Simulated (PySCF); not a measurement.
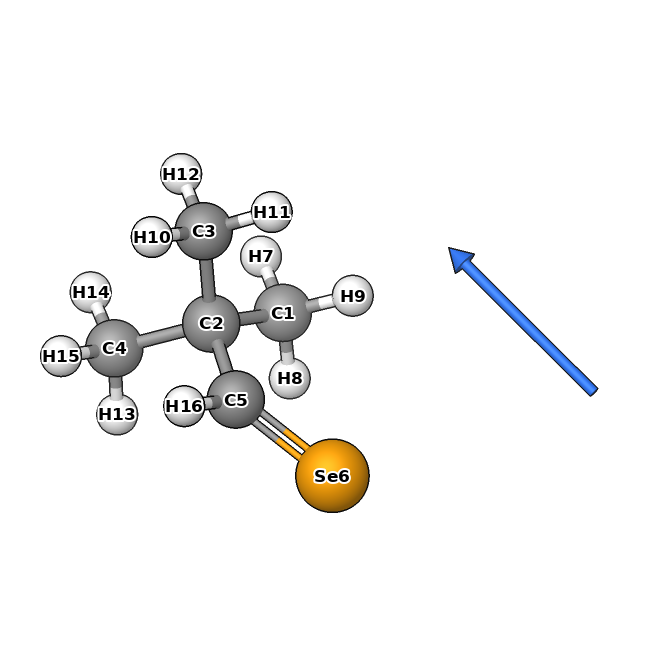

The arrow beside the molecule shows the direction of the dipole moment, from the negative to the positive end (its length means nothing). The geometry was computed by an optimisation with PBE0-D3(BJ)/def2-SVP. No frequency run is at hand to confirm it as a minimum. Properties computed with B3LYP/pcJ-1 (pcSseg-1 on Se), gas phase (PySCF 2.14.0).

> Estimate the dipole moment.

2.30 D; it points from the side of Se6 to the side of H12, H14 (the outermost atoms at the two ends).
